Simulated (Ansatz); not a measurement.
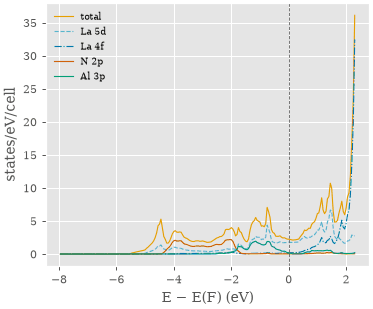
Total and projected density of states of La₃AlN (anti-perovskite, space group No. 221), the program Ansatz at the r²SCAN level (PAW)

### Question
Which orbitals carry the states next to the Fermi level?

### Answer
Within 0.5 eV of the Fermi level: La 5d 74 %, Al 3p 12 %, La 4f 8 %. Projections are on Löwdin-orthogonalised atomic valence shells; empty p or d shells of many metals are not among them.

### Question
Where is the tallest occupied peak in this window, and what makes it?

### Answer
Near -0.8 eV, about 7.1 states/eV per cell; the largest projected share is La 5d.

Space group Pm-3m (anti-perovskite). The first step of the workflow began from a Materials Project structure, measured or hypothetical; the Crystallography Open Database copy checked does not list it. Whether it is the stable phase at ambient conditions was not checked. Symmetry was held in the r²SCAN relaxation; whether a distortion lowers the energy is not shown. With an odd number of electrons in the cell and no spin polarisation, the count alone makes it a metal. Spin–orbit coupling is left out wherever it is not named.

Potentials: the later of the program's two PAW sets.
